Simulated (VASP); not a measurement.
Here is the system:

```yaml
crystal:
  lattice:
    - [3.36107, 0.00000, 0.00000]
    - [-1.68053, 2.91077, 0.00000]
    - [0.00000, 0.00000, 5.56326]
  atoms:
    - { symbol: B, position: [0.33333, 0.66667, 0.37463] }
    - { symbol: B, position: [0.66667, 0.33333, 0.87463] }
    - { symbol: As, position: [0.33333, 0.66667, 0.00037] }
    - { symbol: As, position: [0.66667, 0.33333, 0.50037] }
```

The numbers are results of PBEsol GGA, VASP's PBE PAW potentials (set 64) (plane waves; VASP), not measurements. Settings: 520 eV cut-off, 9×9×5 Γ-centred mesh, tetrahedra with Blöchl corrections, potentials B As.

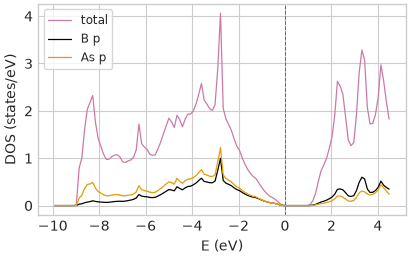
Fig. 1. Total and projected density of states, zero at the valence-band maximum

Within 2 eV below the valence-band maximum the largest weight inside VASP's projection spheres is As p, then B p.

It has a band gap.

The structure comes from a computed database's BAs entry (P6_3mc); how it stands against other phases isn't given here. It was relaxed first.
